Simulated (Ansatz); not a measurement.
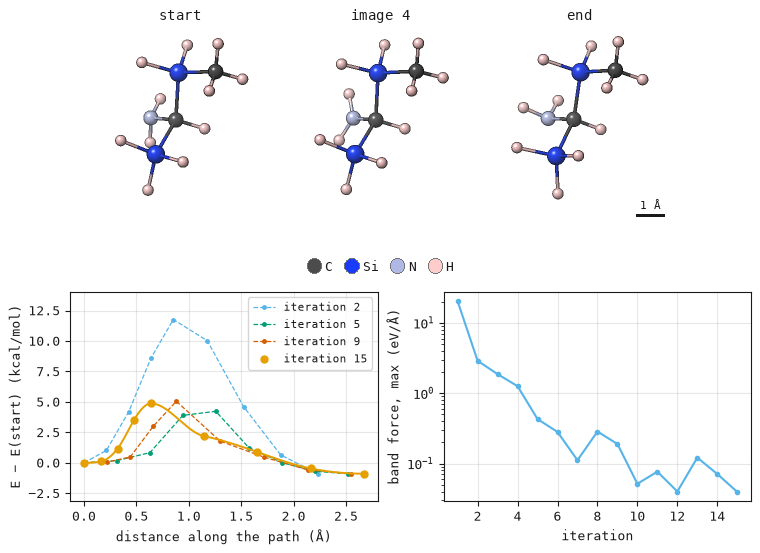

A search for the minimum-energy path of C$_{2}$H$_{11}$NSi$_{2}$ by the nudged elastic band. Images are numbered from 0 (start) to 8 (end). The plot follows the band through its iterations. The picture is a ball-and-stick view, seen from a free direction.

Level of theory: Ansatz 0.2.0, RKS PBE-D4/6-31G*. Settings: 7 movable images; climbing image; force threshold 0.05 eV/Å; iteration limit 60; starting path through a guess of the saddle point.

Did the band converge, and can the barrier be trusted?

Answer. The result is final at these settings. The band converged in 15 iterations. The largest component of the band force went from 20 to 0.039 eV/Å. The climbing image converged on the top of the path. Its vibrational analysis gives one imaginary mode (634i cm⁻¹), as a transition state must have. The first iteration put the highest image at 62.54 kcal/mol. The highest point, image 4, lies 4.87 kcal/mol above the start and 5.76 kcal/mol above the end; the end is at −0.90 kcal/mol relative to the start.
